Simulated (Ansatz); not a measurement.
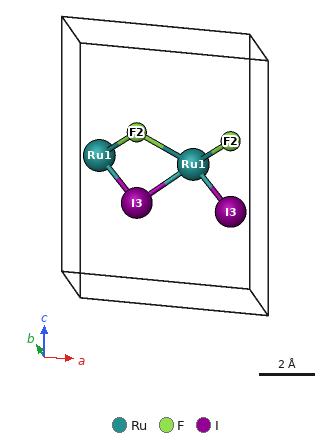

Figure 1. The structure (ball-and-stick view of the 2 × 1 repeat of the cell, with the vacuum cut short, seen slightly off an axis; atoms are numbered from 1 in the order of the input).

**Two runs on RuIF**

System: RuIF (slab, 3 atoms in the cell).
Method of run A: DFT, PBE, plane waves, PAW, no spin polarisation (Ansatz 0.2.0).

The geometry comes from this level: r2SCAN. Text and figures count atoms from 1; the logs count them from 0 in places.

**The input, run A**
```yaml
crystal:
  lattice:
    - [3.6367726231, 0.0, 0.0]
    - [-1.8183863115, 3.1495374794, 0.0]
    - [0.0, 0.0, 30.0073011232]
  atoms:
    - { symbol: Ru, position: [0.3333333333, 0.6666666667, 0.3002047148] }
    - { symbol: F, position: [0.6666666667, 0.3333333333, 0.3444501724] }
    - { symbol: I, position: [0.6666666667, 0.3333333333, 0.2551261324] }
  periodic: [true, true, false]
kpoints:
  mp_grid: { grid: [12, 12, 1] }
  band_path:
    path:
      - [0.0, 0.0, 0.0]
      - [0.5, 0.0, 0.0]
      - [0.3333333333, 0.3333333333, 0.0]
      - [0.15625, 0.416667, 0.0]
      - [0.0, 0.401042, 0.0]
      - [0.0833333333, 0.3333333333, 0.0]
    npoints: 1
hamiltonian:
  xc: pbe
scf:
  occupations: { method: fixed }
  n_extra_bands: 4
output:
  forces: true
  stress: true
  eigenvalues: true
```

Launched with:
```bash
ansatz run input.yaml --threads 2 --pin off --max-ram 2764MiB --backend cpu --events-out ev --progress --plain --runs-dir out
```

Hardware: 2 threads of Arm Neoverse V1, 24 GiB of memory available, shared host.

**Output, shortened to warnings, some set-up lines, iterations and results (run A)**
```
Basis set: ecut = 420 eV, 6629 PW (Γ), exchange–correlation on 50×50×432 points (8 copies of the dense FFT grid, shifted against one another)
Symmetry: 6 space group operations
k-points: 19 of 144 (time reversal used)
Initial density: superposition of atomic densities (neutral atoms: chi_scale 0, normalization atom), corrected by the library's trained network
[...]
SCF iter   1: F=—  HF=-14197.231457 eV  |F-HF|=—  |Δ(HF+E_count)|=         —  Δρ=4.15e-3  dr2=6.24e-2  ethr=1.77e-3  ⟨swp⟩=7.6  Hψ=2653  notcnv=0  defer=38
SCF iter   2: F=—  HF=-14197.224189 eV  |F-HF|=—  |Δ(HF+E_count)|=   7.27e-3  Δρ=2.38e-3  dr2=3.30e-2  ethr=1.56e-4  ⟨swp⟩=4.9  Hψ=1200  notcnv=0  defer=38
SCF iter   3: F=—  HF=-14197.222795 eV  |F-HF|=—  |Δ(HF+E_count)|=   1.39e-3  Δρ=1.48e-3  dr2=1.41e-2  ethr=8.25e-5  ⟨swp⟩=4.0  Hψ=759  notcnv=0  defer=38
SCF iter   4: F=—  HF=-14197.221820 eV  |F-HF|=—  |Δ(HF+E_count)|=   9.74e-4  Δρ=4.15e-4  dr2=1.03e-3  ethr=3.52e-5  ⟨swp⟩=3.1  Hψ=691  notcnv=0  defer=38
SCF iter   5: F=—  HF=-14197.222122 eV  |F-HF|=—  |Δ(HF+E_count)|=   3.02e-4  Δρ=2.67e-4  dr2=3.13e-4  ethr=2.58e-6  ⟨swp⟩=3.2  Hψ=936  notcnv=0  defer=38
SCF iter   6: F=—  HF=-14197.222111 eV  |F-HF|=—  |Δ(HF+E_count)|=   1.13e-5  Δρ=1.20e-4  dr2=4.58e-5  ethr=7.83e-7  ⟨swp⟩=2.8  Hψ=746  notcnv=0  defer=38
SCF iter   7: F=—  HF=-14197.222233 eV  |F-HF|=—  |Δ(HF+E_count)|=   1.22e-4  Δρ=3.16e-5  dr2=3.28e-6  ethr=1.15e-7  ⟨swp⟩=3.2  Hψ=830  notcnv=0  defer=38
SCF iter   8: F=—  HF=-14197.222233 eV  |F-HF|=—  |Δ(HF+E_count)|=   1.02e-7  Δρ=7.93e-6  dr2=3.29e-7  ethr=8.21e-9  ⟨swp⟩=3.2  Hψ=845  notcnv=0  defer=38
SCF iter   9: F=-14197.222233 eV  HF=-14197.222233 eV  |F-HF|=2.11e-8  |Δ(HF+E_count)|=   6.86e-8  Δρ=2.01e-6  dr2=9.83e-9  ethr=2.50e-10  ⟨swp⟩=23.2  Hψ=3778  notcnv=0
SCF 1 converged in 9 iterations: F = -14197.222233 eV  dr2 = 9.83e-9
NSCF: frozen V_eff on 6 k-points
SCF converged after 9 iterations
Free energy (F): -14197.222233 eV
Harris-Foulkes:  -14197.222233 eV  (|F-HF|=2.11e-8)
Internal energy: -14197.222233 eV  (E = F + TS)
E sigma→0 (E₀):  -14197.222233 eV
Fermi energy:    -5.714073 eV
--- Per-component energies (eV) ---
  E_band       = -1215.336796
  E_kinetic    = 911.499404
  E_local      = -83024.346598  (includes V_loc(G=0)·N_el)
  E_nonlocal   = 331.085274
  E_hartree    = 40870.374299
  E_xc         = -396.575735
  E_vxc        = -467.605953  (∫ρ·V_xc dr)
  E_paw        = -8479.367384  (= ΣΔE_a)
  E_vpaw       = -706.723836  (= ΣTr[D̂ρ^β])
  E_aug_tail   = 0.001864  (compensation charges beyond the density's cutoff)
  E_ewald      = 35590.106644
  E_smearing   = -0.000000  (= −TS)
  E_closure    = -0.000000  (closes the sum)
  Σ components = -14197.222233   (vs F -14197.222233, Δ=0.00e0)
--- Forces (eV/Å), atoms counted from 1 ---
  atom   1  Ru     0.00000000     0.00000000    -0.00948302
  atom   2  F     -0.00000000     0.00000000     0.19410974
  atom   3  I     -0.00000000    -0.00000000    -0.18462519
  max |Σ_I F_I| component: 1.53e-6 eV/Å
--- 2D stress c σ (N/m, compression-positive) ---
        1.045019      -0.000000       0.000000
       -0.000000       1.045019       0.000000
        0.000000       0.000000       0.000000
  P = ½ c Tr σ = 1.0450 N/m
  ° read free of the cell's end (the report's vacuum.weakly_bound_levels)
```

The input of run B differs as follows (lines with − go, lines with + come):
```diff
-  xc: pbe
+  xc: r2scan
```

How does run B compare with run A?

The total energies belong to different methods, so their difference says nothing on which is more stable or more accurate. The gap on the mesh goes from 0.83 to 1.10 eV. The largest force goes from 0.194 to 0.000 eV/Å. The functional changes from PBE to r2SCAN. The number of SCF iterations is the same. The default cutoff goes from 420 to 500 eV with the change. The plane waves at Γ go from 6629 to 8809. On the same kind of shared host run B took about 2.2 times as long.

**Output, shortened to warnings, some set-up lines, iterations and results (run B)**
```
Basis set: ecut = 500 eV, 8809 PW (Γ), exchange–correlation on 108×108×900 points (64 copies of the dense FFT grid, shifted against one another)
Symmetry: 6 space group operations
k-points: 19 of 144 (time reversal used)
Initial density: superposition of atomic densities (neutral atoms: chi_scale 0, normalization atom), corrected by the library's trained network
[...]
SCF iter   1: F=—  HF=-14225.831702 eV  |F-HF|=—  |Δ(HF+E_count)|=         —  Δρ=8.01e-3  dr2=1.73e-1  dr2_τ=1.02e-1  ethr=1.77e-3  ⟨swp⟩=7.5  Hψ=2685  notcnv=0  defer=38
SCF iter   2: F=—  HF=-14225.852982 eV  |F-HF|=—  |Δ(HF+E_count)|=   2.13e-2  Δρ=5.55e-3  dr2=6.88e-2  dr2_τ=9.95e-3  ethr=4.34e-4  ⟨swp⟩=3.2  Hψ=1015  notcnv=0  defer=38
SCF iter   3: F=—  HF=-14225.846501 eV  |F-HF|=—  |Δ(HF+E_count)|=   6.48e-3  Δρ=2.56e-3  dr2=1.58e-2  dr2_τ=1.11e-3  ethr=1.72e-4  ⟨swp⟩=3.0  Hψ=764  notcnv=0  defer=38
SCF iter   4: F=—  HF=-14225.847284 eV  |F-HF|=—  |Δ(HF+E_count)|=   7.83e-4  Δρ=1.14e-3  dr2=4.05e-3  dr2_τ=2.35e-4  ethr=3.94e-5  ⟨swp⟩=3.1  Hψ=927  notcnv=0  defer=38
SCF iter   5: F=—  HF=-14225.847484 eV  |F-HF|=—  |Δ(HF+E_count)|=   2.00e-4  Δρ=3.92e-4  dr2=6.01e-4  dr2_τ=3.17e-5  ethr=1.01e-5  ⟨swp⟩=4.0  Hψ=863  notcnv=0  defer=38
SCF iter   6: F=—  HF=-14225.847673 eV  |F-HF|=—  |Δ(HF+E_count)|=   1.89e-4  Δρ=1.02e-4  dr2=4.82e-5  dr2_τ=1.62e-6  ethr=1.50e-6  ⟨swp⟩=2.8  Hψ=855  notcnv=0  defer=38
SCF iter   7: F=—  HF=-14225.847743 eV  |F-HF|=—  |Δ(HF+E_count)|=   7.07e-5  Δρ=2.46e-5  dr2=3.23e-6  dr2_τ=2.51e-7  ethr=1.20e-7  ⟨swp⟩=3.4  Hψ=916  notcnv=0  defer=38
SCF iter   8: F=—  HF=-14225.847755 eV  |F-HF|=—  |Δ(HF+E_count)|=   1.12e-5  Δρ=5.41e-6  dr2=1.33e-7  dr2_τ=8.36e-9  ethr=8.08e-9  ⟨swp⟩=3.4  Hψ=926  notcnv=0  defer=38
SCF iter   9: F=-14225.847755 eV  HF=-14225.847755 eV  |F-HF|=1.96e-8  |Δ(HF+E_count)|=   3.25e-7  Δρ=1.54e-6  dr2=7.38e-9  dr2_τ=5.32e-10  ethr=2.50e-10  ⟨swp⟩=21.7  Hψ=3788 …
SCF 1 converged in 9 iterations: F = -14225.847755 eV  dr2 = 7.38e-9
NSCF: frozen V_eff on 6 k-points
SCF converged after 9 iterations
Free energy (F): -14225.847755 eV
Harris-Foulkes:  -14225.847755 eV  (|F-HF|=1.96e-8)
Internal energy: -14225.847755 eV  (E = F + TS)
E sigma→0 (E₀):  -14225.847755 eV
Fermi energy:    -6.009385 eV
--- Per-component energies (eV) ---
  E_band       = -1253.118112
  E_kinetic    = 912.809698
  E_local      = -83024.195481  (includes V_loc(G=0)·N_el)
  E_nonlocal   = 330.874610
  E_hartree    = 40869.827275
  E_xc         = -382.294944
  E_vxc        = -519.639982  (∫ρ·V_xc dr)
  E_paw        = -8522.707467  (= ΣΔE_a)
  E_vpaw       = -728.043904  (= ΣTr[D̂ρ^β])
  E_aug_tail   = 0.001204  (compensation charges beyond the density's cutoff)
  E_vtau       = 35.421895  (kinetic-family band-sum trace: ∫τ·v_τ [+ j·A + Jᵃ·Aᵃ] dr)
  E_ewald      = 35590.106644
  E_core_change = -0.269294  (= ΣΔE_core)
  E_smearing   = -0.000000  (= −TS)
  E_closure    = 0.000000  (closes the sum)
  Σ components = -14225.847755   (vs F -14225.847755, Δ=0.00e0)
--- Forces (eV/Å), atoms counted from 1 ---
  atom   1  Ru     0.00000000     0.00000000    -0.00000126
  atom   2  F     -0.00000000     0.00000000     0.00013812
  atom   3  I     -0.00000000    -0.00000000    -0.00004576
  max |Σ_I F_I| component: 9.11e-5 eV/Å
--- 2D stress c σ (N/m, compression-positive) ---
        0.000177      -0.000000       0.000000
       -0.000000       0.000177       0.000000
        0.000000       0.000000       0.000000
  P = ½ c Tr σ = 0.0002 N/m
  ° read free of the cell's end (the report's vacuum.weakly_bound_levels)
```

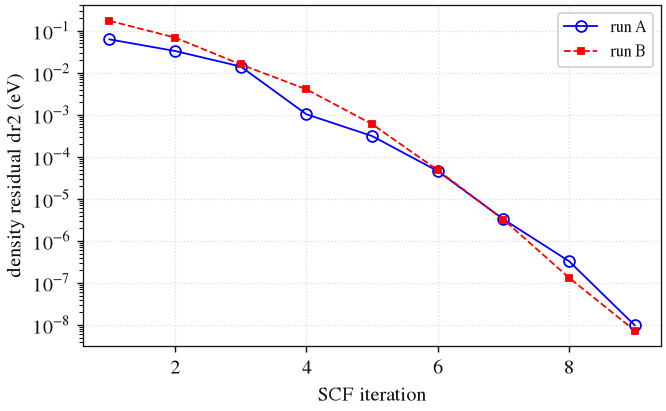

Figure 2. Convergence of the two runs: density residual dr2 against the SCF iteration. Run A takes 9 iterations in all, and run B takes 9.

**The two runs side by side**

| quantity | run A | run B |
| --- | --- | --- |
| outcome | converged | converged |
| free energy per atom (eV) | −4732.4074 | −4741.9493 |
| gap on the mesh (eV) | 0.83 | 1.10 |
| largest force (eV/Å) | 0.194 | 0.000 |
| SCF iterations | 9 | 9 |
| irreducible k-points | 19 | 19 |
| plane waves at Γ | 6629 | 8809 |
| wall time (shared host) | 12 s | 27 s |
